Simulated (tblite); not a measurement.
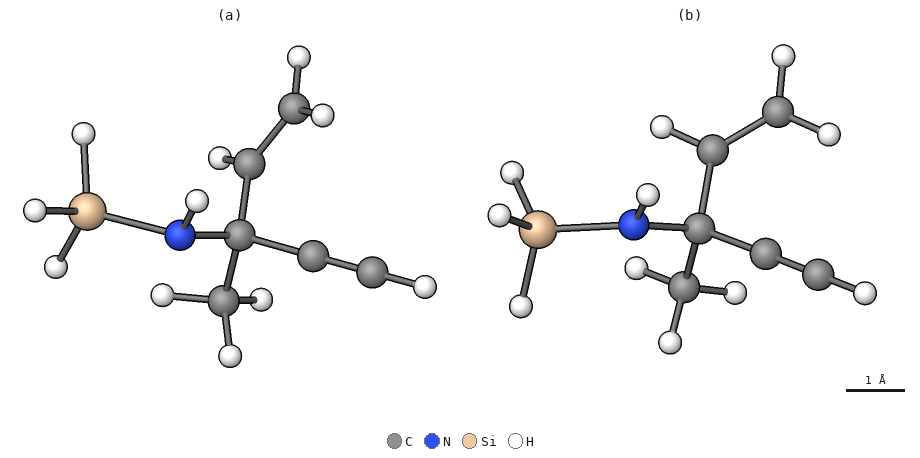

The structure of C$_{6}$H$_{11}$NSi before (left) and after (right) a relaxation, at one scale.

A ball-and-stick model, seen face on.

Theory: GFN2-xTB geometry optimisation, gas phase (tblite). 

**Describe what moved and what it gained.**

The energy falls by 48.8 kJ/mol in 156 geometry steps. The largest move after the best rigid fit is that of an H atom, 1.19 Å. Largest moves by element: H 1.19 Å, C 0.53 Å, Si 0.38 Å, N 0.22 Å. Among the contacts that change: N–Si 1.769 → 1.717 Å, H–N 1.051 → 1.009 Å, C–N 1.416 → 1.458 Å, C–C 1.478 → 1.516 Å. Among the angles between lasting bonds that change: C–N–Si 115.8° → 127.4°, C–C–C 118.8° → 125.9°, H–C–H 123.5° → 116.6°. Groups turn about C–C by about 40°.
